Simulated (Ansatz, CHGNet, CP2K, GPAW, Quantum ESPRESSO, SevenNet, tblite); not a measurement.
## CP2K on graphene/h-BP/graphene sandwich (62 atoms): settings against a plane-wave reference

How do the settings of CP2K change the result for graphene/h-BP/graphene sandwich (62 atoms)? A plane-wave run serves as the yardstick.

Calculated with CP2K 2026.2; the method is named at each step.

### 1. Starting point

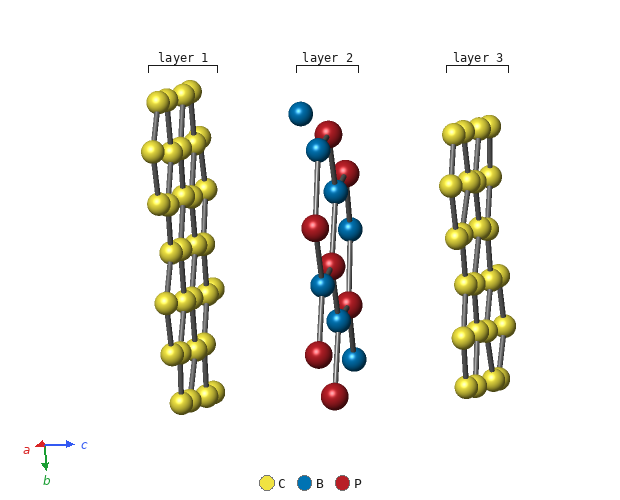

The cell as given, from the side, with the c axis across the page (carbon yellow, boron blue, phosphorus red). Bonds to atoms that aren't drawn are left out. Some periodic images of atoms are drawn too.

The cell holds 62 atoms: 48 C, 7 B and 7 P. Its edges and angles: a = 8.507 Å, b = 8.507 Å, c = 20.910 Å, α = 90.0°, β = 90.0°, γ = 120.0°. 12 cells of graphene (a = 2.46 Å, strained -0.17 %) and 7 cells of h-BP (a = 3.21 Å, +0.17 %) on one hexagonal cell, twist 10.89 deg; facing planes 3.49, 3.42 Å apart; 14 Å of vacuum; displaced by a Gaussian of 0.01 Å. Then every atom was moved at random, 0.03 Å r.m.s. a Cartesian component. Regions: layer 1, 24 atoms (24 C); layer 2, 14 atoms (7 B and 7 P); layer 3, 24 atoms (24 C). Vacuum lies along c.

The yardstick, on the same geometry:

```
method                 : Kohn-Sham DFT, PBE, PAW, plane waves (Ansatz 0.2.0); cutoff 420 eV, Γ point, fermi-dirac smearing of 0.05 eV; PAW set soft_2
r.m.s. force component : 1.569 eV/Å
longest force          : 5.632 eV/Å
SCF cycles             : 15
time                   : 13 s on 4 threads of Arm Neoverse V1, shared host
CPU time               : 51 s
```

### 2. PBE, DZVP-MOLOPT-SR, 450/50 Ry, diagonalisation

Method: Kohn-Sham DFT, PBE, GTH-PBE pseudopotentials, Gaussian and plane waves, DZVP-MOLOPT-SR-GTH, diagonalisation.

input.inp reads:

```
&GLOBAL
  PROJECT cell
  RUN_TYPE ENERGY_FORCE
  PRINT_LEVEL LOW
&END GLOBAL
&FORCE_EVAL
  METHOD QS
  &DFT
    BASIS_SET_FILE_NAME BASIS_MOLOPT
    POTENTIAL_FILE_NAME GTH_POTENTIALS
    &MGRID
      CUTOFF 450
      REL_CUTOFF 50
    &END MGRID
    &QS
      EPS_DEFAULT 1.0E-12
    &END QS
    &SCF
      SCF_GUESS ATOMIC
      EPS_SCF 5.0E-06
      MAX_SCF 200
      ADDED_MOS 27
      &DIAGONALIZATION
        ALGORITHM STANDARD
      &END DIAGONALIZATION
      &SMEAR ON
        METHOD FERMI_DIRAC
        ELECTRONIC_TEMPERATURE [K] 580
      &END SMEAR
      &MIXING
        METHOD BROYDEN_MIXING
        ALPHA 0.2
        NBROYDEN 12
        BETA 0.05
      &END MIXING
      &PRINT
        &RESTART OFF
        &END RESTART
      &END PRINT
    &END SCF
    &XC
      &XC_FUNCTIONAL PBE
      &END XC_FUNCTIONAL
    &END XC
    &PRINT
      &MULLIKEN ON
      &END MULLIKEN
      &HIRSHFELD ON
        SHAPE_FUNCTION DENSITY
      &END HIRSHFELD
      &MO ON
        EIGENVALUES T
        OCCUPATION_NUMBERS T
        MO_INDEX_RANGE 113 136
        &EACH
          QS_SCF 0
        &END EACH
        ADD_LAST NUMERIC
      &END MO
    &END PRINT
  &END DFT
  &SUBSYS
    &CELL
      A 8.50730 0.00000 0.00000
      B -4.25365 7.36754 0.00000
      C 0.00000 0.00000 20.91000
    &END CELL
    &COORD
      C -1.42935 4.92704 7.00088
      C -0.70509 3.69571 7.00903
      C -1.40302 7.35929 6.99419
      C -0.71253 6.08949 7.02492
      C 0.71585 1.23590 6.98352
      C -2.82761 7.32945 6.97056
      C 0.73095 3.66255 7.00882
      C 1.47810 2.47689 7.00903
      C 0.64783 6.17356 7.00004
      C 1.44747 4.90067 7.00903
      C 2.79448 2.41140 6.98979
      C 3.57983 1.23119 7.02053
      C 2.86109 4.92623 7.02492
      C 3.60646 3.64597 7.02911
      C 2.87964 7.35634 6.95383
      C 3.51143 6.12780 7.00150
      C 4.96758 1.28593 6.98708
      C 1.42327 7.35605 6.96470
      C 4.91352 3.67662 6.97453
      C 5.71431 2.49679 7.00025
      C 4.91399 6.10872 7.00025
      C 5.66514 4.85735 6.95655
      C 7.08743 2.42053 6.96763
      C 7.81332 1.14411 6.91619
      B 4.05305 4.47165 10.51334
      P 5.27265 3.05385 10.49807
      B 7.69745 0.22154 10.46817
      P 4.68063 6.10975 10.50435
      B -1.37082 3.35363 10.46441
      P -0.22481 1.96868 10.50267
      B -2.04209 6.48830 10.46901
      P -0.83703 5.14033 10.49557
      B 1.64370 2.33124 10.51438
      P 2.82812 0.90864 10.49285
      B 1.05618 5.44505 10.50623
      P 2.20892 4.09223 10.48574
      B 4.66953 1.21292 10.48887
      P 1.67062 7.22734 10.49055
      C 3.37693 4.46392 13.88048
      C 4.14616 3.22691 13.88361
      C 3.36940 6.91709 13.89093
      C 4.08661 5.71154 13.91477
      C 5.51792 0.78788 13.87358
      C 1.89760 6.95091 13.91435
      C 5.47330 3.26743 13.93840
      C 6.15312 1.98990 13.88508
      C -3.01537 5.71272 13.96286
      C -2.29310 4.48042 13.91289
      C -0.88880 2.05238 13.90201
      C -0.23778 0.82502 13.96746
      C -0.82019 4.52293 13.92773
      C -0.18601 3.27671 13.92543
      C -0.90339 6.91945 13.97896
      C -0.13786 5.71404 13.90661
      C 1.25478 0.82185 13.91958
      C -2.29421 6.94590 13.91435
[... 2 atom lines left out ...]
      C 1.26593 5.67205 13.87859
      C 1.99092 4.49840 13.88989
      C 3.37259 1.99491 13.95366
      C 4.05709 0.77661 13.90682
    &END COORD
    &KIND C
      BASIS_SET DZVP-MOLOPT-SR-GTH-q4
      POTENTIAL GTH-PBE-q4
    &END KIND
    &KIND B
      BASIS_SET DZVP-MOLOPT-SR-GTH-q3
      POTENTIAL GTH-PBE-q3
    &END KIND
    &KIND P
      BASIS_SET DZVP-MOLOPT-SR-GTH-q5
      POTENTIAL GTH-PBE-q5
    &END KIND
  &END SUBSYS
  &PRINT
    &FORCES ON
    &END FORCES
  &END PRINT
&END FORCE_EVAL
```

Started as:

```console
$ OMP_NUM_THREADS=2 cp2k.psmp -i input.inp > output.txt
```

Numbers of over 12 decimals in the logs are rounded to 6 here.

The program printed:

```text
CP2K| version string:                                       CP2K version 2026.2
 CP2K| Input file name                                                 input.inp
 GLOBAL| Basis set file name                                        BASIS_MOLOPT
 GLOBAL| Potential file name                                      GTH_POTENTIALS
 GLOBAL| Run type                                                   ENERGY_FORCE
 GLOBAL| Total number of message passing processes                             1
 GLOBAL| Number of threads for this process                                    2
 TOTAL NUMBERS AND MAXIMUM NUMBERS
  Total number of            - Atomic kinds:                                   3
                             - Atoms:                                         62
                             - Shell sets:                                    62
                             - Shells:                                       310
                             - Primitive Cartesian functions:                296
                             - Cartesian basis functions:                    868
                             - Spherical basis functions:                    806
  Maximum angular momentum of- Orbital basis functions:                        2
                             - Local part of the GTH pseudopotential:          2
                             - Non-local part of the GTH pseudopotential:      2
 SCF PARAMETERS         Density guess:                                    ATOMIC
                        max_scf:                                             200
                        eps_scf:                                        5.00E-06
                        added MOs                                        27    0
                        Mixing method:                            BROYDEN_MIXING
                                                charge density mixing in g-space
                        Smear method:                                FERMI_DIRAC
                        Electronic temperature [K]:                        580.0
                        Electronic temperature [a.u.]:                  1.84E-03
                        Accuracy threshold:                             1.00E-10
 Extrapolation method: initial_guess
 Number of electrons:                                                        248
 Number of occupied orbitals:                                                124
 Number of molecular orbitals:                                               151
 Number of orbital functions:                                                806
 Number of independent orbital functions:                                    806
 SCF WAVEFUNCTION OPTIMIZATION
  Step     Update method      Time    Convergence         Total energy    Change
     1 NoMix/Diag. 0.20E+00    3.7     1.18228839      -338.2626089105 -3.38E+02
     2 Broy./Diag. 0.20E+00    6.2     0.23969236      -325.2770109750  1.30E+01
     3 Broy./Diag. 0.20E+00    6.2     0.53344559      -328.6960705353 -3.42E+00
     4 Broy./Diag. 0.20E+00    6.2     0.25753371      -334.1672762934 -5.47E+00
[...]
19 Broy./Diag. 0.20E+00    6.6     0.00000814      -338.9334092749 -1.13E-05
    20 Broy./Diag. 0.20E+00    6.7     0.00000406      -338.9334299075 -2.06E-05
  *** SCF run converged in    20 steps ***
  Electronic density on regular grids:       -247.9999999999        0.0000000001
  Core density on regular grids:              247.9999999997       -0.0000000003
  Total charge density on r-space grids:       -0.0000000002
  Total charge density g-space grids:          -0.0000000002
  Overlap energy of the core charge distribution:               1.57033e-05
  Self energy of the core charge distribution:               -797.302473
  Core Hamiltonian energy:                                    241.453776
  Hartree energy:                                             320.587427
  Exchange-correlation energy:                               -103.665671
  Electronic entropic energy:                                  -0.00650381
  Fermi energy:                                                 0.015328
  Total energy:                                              -338.933430
  Total energy (extrapolated to T->0):                       -338.930178
 MO| EIGENVALUES AND OCCUPATION NUMBERS
 MO|
 MO|  Index      Eigenvalue [a.u.]        Eigenvalue [eV]             Occupation
 MO|    113              -0.073113              -1.989509               2.000000
 MO|    114              -0.071551              -1.947002               2.000000
 MO|    115              -0.069022              -1.878174               2.000000
[...]
MO|    135               0.101324               2.757160               0.000000
 MO|    136               0.102087               2.777939               0.000000
 MO| Sum:                                                             248.000000
 MO| E(Fermi):            0.015328 a.u.          0.417085 eV
 !-----------------------------------------------------------------------------!
                     Mulliken Population Analysis
 #  Atom  Element  Kind  Atomic population                           Net charge
       1     C        1          4.010404                             -0.010404
       2     C        1          3.995807                              0.004193
       3     C        1          3.994288                              0.005712
[...]
61     C        1          4.004339                             -0.004339
      62     C        1          3.991650                              0.008350
 # Total charge                            248.000000                  0.000000
 !-----------------------------------------------------------------------------!
 !-----------------------------------------------------------------------------!
                           Hirshfeld Charges
  #Atom  Element  Kind  Ref Charge     Population                    Net charge
      1       C      1       4.000          4.007                        -0.007
      2       C      1       4.000          3.995                         0.005
      3       C      1       4.000          3.995                         0.005
[...]
61       C      1       4.000          4.004                        -0.004
     62       C      1       4.000          3.996                         0.004
  Total Charge                                                           -0.000
 !-----------------------------------------------------------------------------!
 ENERGY| Total FORCE_EVAL ( QS ) energy [hartree]           -338.933446
 FORCES| Atomic forces [hartree/bohr]
 FORCES|   Atom     x               y               z               |f|
 FORCES|      1 -3.32445517E-02 -4.46106700E-02 -2.54342394E-03   5.56936361E-02
 FORCES|      2  3.94826039E-02 -5.03936469E-02 -4.94785067E-03   6.42096323E-02
 FORCES|      3 -2.17891548E-02 -3.82829197E-05  1.91589711E-03   2.18732575E-02
[...]
FORCES|     61  2.70095350E-02 -7.26249743E-03 -1.38794118E-02   3.12233394E-02
 FORCES|     62 -5.91337981E-03  2.82845983E-02  9.97165295E-03   3.05682912E-02
 FORCES| Sum    -1.05324581E-04 -2.49891543E-05 -4.14657538E-08
 FORCES| Total atomic force                                       1.08248450E-04
```

Elapsed: 2.4 min, on 2 threads of Arm Neoverse V1, shared host; peak memory 3.2 GiB; 4.4 min of CPU time.

Banners, paths, timers and routine set-up lines are dropped from the logs unmarked, and long logs keep their key lines alone; longer cuts are marked.

Against the reference:

```
r.m.s. force component                  : 1.592 eV/Å
r.m.s. difference of force components   : 30.82 meV/Å
longest difference of force vectors     : 118.5 meV/Å
force difference over r.m.s. force      : 1.964 %
slope of forces against the reference's : 1.014
correlation of force components         : 0.9999
```

Length of the force difference by element (eV/Å):

| element | atoms | mean | most |
| --- | --- | --- | --- |
| B | 7 | 0.018 | 0.025 |
| C | 48 | 0.053 | 0.12 |
| P | 7 | 0.017 | 0.025 |

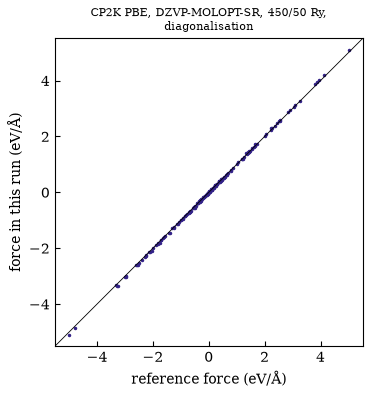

Force components against those of the reference; the line marks equality.

The surroundings of B33, one of the 7 B atoms, nearest first, numbered as they follow in the input and with coordinates relative to it.

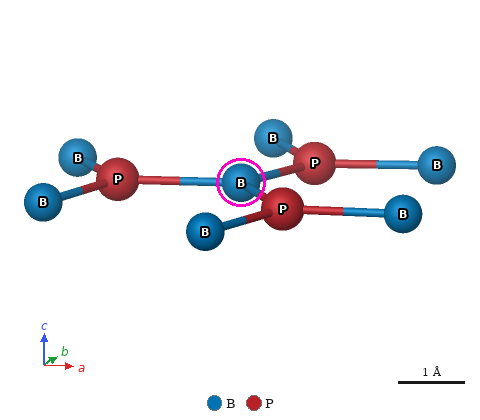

The atoms of the table, within 3.3 Å (arrows a, b, c point along x, y, z); some may hide others; the central atom is ringed.

| atom | x | y | z | distance (Å) | bonds | Hirshfeld charge (e) | Fx | Fy | Fz (eV/Å) |
| --- | --- | --- | --- | --- | --- | --- | --- | --- | --- |
| B33 | 0.00 | 0.00 | 0.00 | 0.00 | 3 | -0.08 | -0.72 | -0.23 | -0.11 |
| P36 | 0.57 | 1.76 | -0.03 | 1.85 | 3 | 0.09 | 1.44 | -1.07 | 0.03 |
| P34 | 1.18 | -1.42 | -0.02 | 1.85 | 3 | 0.09 | 0.17 | -0.56 | -0.04 |
| P30 | -1.87 | -0.36 | -0.01 | 1.90 | 3 | 0.09 | 1.63 | -0.47 | -0.07 |
| B35 | -0.59 | 3.11 | -0.01 | 3.17 | 3 | -0.08 | -1.72 | 1.57 | -0.08 |
| B29 | -3.01 | 1.02 | -0.05 | 3.18 | 3 | -0.08 | -1.45 | 1.01 | 0.07 |
| B25 | 2.41 | 2.14 | 0.00 | 3.22 | 3 | -0.09 | -0.85 | -2.31 | -0.12 |
| B37 | 3.03 | -1.12 | -0.03 | 3.23 | 3 | -0.07 | -0.07 | 1.28 | -0.01 |
| B27 | -2.45 | -2.11 | -0.05 | 3.24 | 3 | -0.07 | 1.20 | -0.70 | 0.10 |
| B31 | 0.57 | -3.21 | -0.05 | 3.26 | 3 | -0.09 | 0.16 | 1.19 | 0.14 |

Forces lie 2.0 % from the reference's, at 5.2 times its CPU time (on 2 against 4 cores).

The difference per atom is largest on C (0.053 eV/Å on average, against 0.018 on B).

### 3. PBE, TZVP-UZH, 450/50 Ry, diagonalisation

Method: Kohn-Sham DFT, PBE, GTH-PBE pseudopotentials, Gaussian and plane waves, TZVP-MOLOPT (UZH set), diagonalisation.

input.inp: that of step 2 with these lines changed.

```diff
@@ -8,4 +8,4 @@
   &DFT
-    BASIS_SET_FILE_NAME BASIS_MOLOPT
-    POTENTIAL_FILE_NAME GTH_POTENTIALS
+    BASIS_SET_FILE_NAME BASIS_MOLOPT_UZH
+    POTENTIAL_FILE_NAME POTENTIAL_UZH
     &MGRID
@@ -67,7 +67,8 @@
     &END CELL
-    &COORD
-[... 62 atom lines left out: the same atoms as in the first run ...]
-    &END COORD
+    &TOPOLOGY
+      COORD_FILE_NAME structure.xyz
+      COORD_FILE_FORMAT XYZ
+    &END TOPOLOGY
     &KIND C
-      BASIS_SET DZVP-MOLOPT-SR-GTH-q4
+      BASIS_SET TZVP-MOLOPT-PBE-GTH-q4
       POTENTIAL GTH-PBE-q4
@@ -75,3 +76,3 @@
     &KIND B
-      BASIS_SET DZVP-MOLOPT-SR-GTH-q3
+      BASIS_SET TZVP-MOLOPT-PBE-GTH-q3
       POTENTIAL GTH-PBE-q3
@@ -79,3 +80,3 @@
     &KIND P
-      BASIS_SET DZVP-MOLOPT-SR-GTH-q5
+      BASIS_SET TZVP-MOLOPT-PBE-GTH-q5
       POTENTIAL GTH-PBE-q5
```

structure.xyz reads:

```xyz
62

C -1.42935 4.92704 7.00088
C -0.70509 3.69571 7.00903
C -1.40302 7.35929 6.99419
C -0.71253 6.08949 7.02492
C 0.71585 1.23590 6.98352
C -2.82761 7.32945 6.97056
C 0.73095 3.66255 7.00882
C 1.47810 2.47689 7.00903
C 0.64783 6.17356 7.00004
C 1.44747 4.90067 7.00903
C 2.79448 2.41140 6.98979
C 3.57983 1.23119 7.02053
C 2.86109 4.92623 7.02492
C 3.60646 3.64597 7.02911
C 2.87964 7.35634 6.95383
C 3.51143 6.12780 7.00150
C 4.96758 1.28593 6.98708
C 1.42327 7.35605 6.96470
C 4.91352 3.67662 6.97453
C 5.71431 2.49679 7.00025
[... 38 atom lines left out ...]
C 1.26593 5.67205 13.87859
C 1.99092 4.49840 13.88989
C 3.37259 1.99491 13.95366
C 4.05709 0.77661 13.90682
```

Started as:

```console
$ OMP_NUM_THREADS=1 mpirun -np 4 cp2k.psmp -i input.inp > output.txt
```

The program printed:

```text
CP2K| version string:                                       CP2K version 2026.2
 CP2K| Input file name                                                 input.inp
 GLOBAL| Basis set file name                                    BASIS_MOLOPT_UZH
 GLOBAL| Potential file name                                       POTENTIAL_UZH
 GLOBAL| Run type                                                   ENERGY_FORCE
 GLOBAL| Total number of message passing processes                             4
 GLOBAL| Number of threads for this process                                    1
 TOTAL NUMBERS AND MAXIMUM NUMBERS
  Total number of            - Atomic kinds:                                   3
                             - Atoms:                                         62
[... lines left out ...]
                        Smear method:                                FERMI_DIRAC
[... lines left out ...]
 Number of electrons:                                                        248
[... lines left out ...]
  Step     Update method      Time    Convergence         Total energy    Change
[... lines left out ...]
  *** SCF run converged in    21 steps ***
[... lines left out ...]
  Fermi energy:                                                 0.019022
  Total energy:                                              -338.864570
  Total energy (extrapolated to T->0):                       -338.861413
[... lines left out ...]
 MO| E(Fermi):            0.019022 a.u.          0.517616 eV
[... lines left out ...]
       2     C        1          3.994392                              0.005608
       3     C        1          3.991508                              0.008492
[...]
61     C        1          3.991636                              0.008364
      62     C        1          3.993493                              0.006507
 # Total charge                            248.000000                  0.000000
 !-----------------------------------------------------------------------------!
 !-----------------------------------------------------------------------------!
                           Hirshfeld Charges
  #Atom  Element  Kind  Ref Charge     Population                    Net charge
      1       C      1       4.000          4.006                        -0.006
      2       C      1       4.000          3.995                         0.005
      3       C      1       4.000          3.995                         0.005
[...]
61       C      1       4.000          4.004                        -0.004
     62       C      1       4.000          3.996                         0.004
  Total Charge                                                           -0.000
 !-----------------------------------------------------------------------------!
 ENERGY| Total FORCE_EVAL ( QS ) energy [hartree]           -338.864613
 FORCES| Atomic forces [hartree/bohr]
 FORCES|   Atom     x               y               z               |f|
 FORCES|      1 -3.35652766E-02 -4.43802879E-02 -2.68180602E-03   5.57084360E-02
 FORCES|      2  3.99275884E-02 -5.06001328E-02 -5.20276915E-03   6.46657140E-02
 FORCES|      3 -2.22732358E-02  1.81655150E-05  1.64838107E-03   2.23341559E-02
[...]
FORCES|     61  2.72270796E-02 -7.74789357E-03 -1.35711089E-02   3.13929724E-02
 FORCES|     62 -6.39045801E-03  2.86228142E-02  1.03323283E-02   3.10943798E-02
 FORCES| Sum    -1.05513467E-04 -2.34750578E-05 -1.53644928E-06
 FORCES| Total atomic force                                       1.08104259E-04
```

The job ended after 97 s (4 MPI ranks; peak memory 4.1 GiB).

Compared with the plane-wave run:

| Quantity | Value |
| --- | --- |
| r.m.s. force component | 1.589 eV/Å |
| r.m.s. difference of force components | 25.3 meV/Å |
| longest difference of force vectors | 98.34 meV/Å |
| force difference over r.m.s. force | 1.612 % |
| slope of forces against the reference's | 1.013 |
| correlation of force components | 1 |

Against the first run (2.0 %), the force difference from the reference is 1.6 %, at 1.5 times the CPU time (on 4 against 2 cores), with 1054 basis functions against 806; this set comes with other potentials too, so the change isn't the basis's alone.

(Part 1 of 2 ends here.)

[Also dropped from logs without a mark: logging warnings of Python, and SIESTA's first energy breakdown and zero terms.]

[Logs are printed without paths, hosts, clocks, repeated set-up lines and the standing remarks that a program may print on its own settings, such as how far it seeks lower states.]

[Hosts, paths, dates, database ids (printed as entryN), source tags and the programs' standing remarks are cut or masked in the printed files.]
